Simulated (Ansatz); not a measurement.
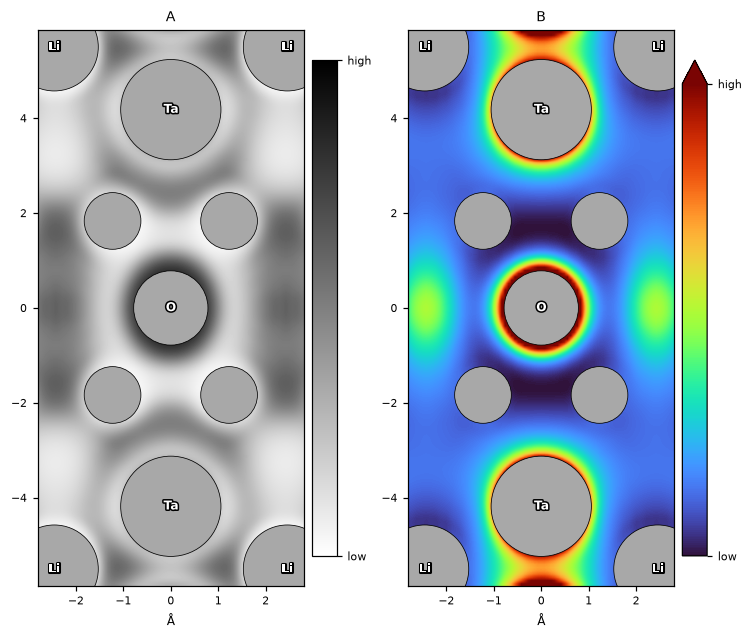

Li3Ta2O: 2 fields on the (100) plane of the conventional cell, with unlabelled colour scales. Grey discs cover the atomic cores.

Space group R-3m; a structure generated by program, which may or may not match a known phase; computed without spin polarisation.

Computed with Ansatz 0.2.0, DFT PBE, scalar-relativistic, plane waves, PAW.

> Which field does each panel show? The fields are: electron localisation function and valence pseudo-density.

Panel A: electron localisation function. Panel B: valence pseudo-density.
